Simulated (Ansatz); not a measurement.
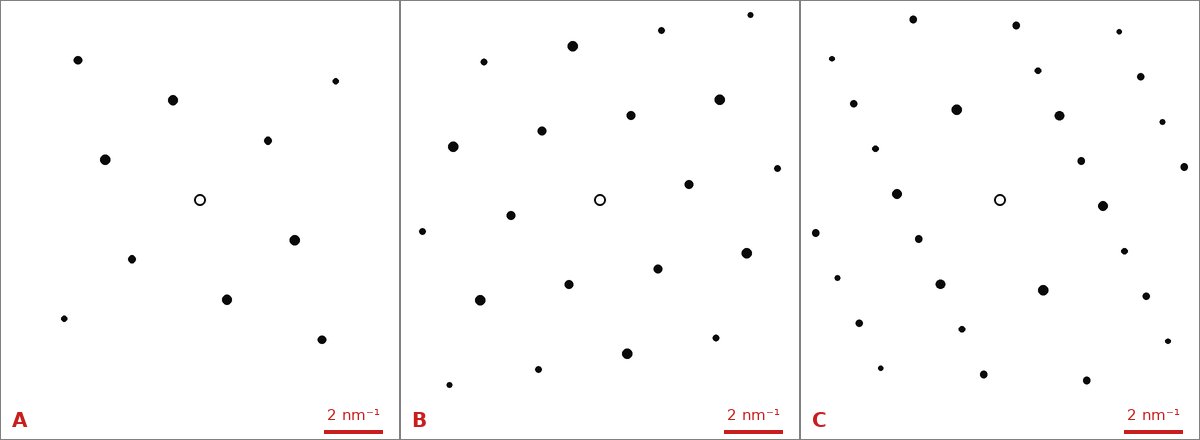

Kinematic zone-axis patterns, calculated for 200 keV electrons with B = 0.5 Å².

All three come from Tl, space group P6_3/mmc (No. 194), a = 3.659 Å, c = 5.708 Å (hexagonal axes). Structure: the input geometry of an electronic-structure calculation (not necessarily at equilibrium).

| atom | site | symmetry | x | y | z |
| --- | --- | --- | --- | --- | --- |
| Tl | 2c | -6m2 | 0.3333 | 0.6667 | 0.2500 |

Q: Assign the zone axes [001], [100], [101] to A, B and C.

A: A is [101]: centred rectangular net of 0 1 0 at d = 3.17 Å and 1 0 -1 at d = 2.77 Å, at 64.1°. B is [001]: hexagonal net of 1 -1 0 at d = 3.17 Å and 1 0 0 at d = 3.17 Å, at 60.0°. C is [100]: rectangular net of 0 0 1 (itself extinct) at d = 5.71 Å and 0 1 0 at d = 3.17 Å, at 90.0°.
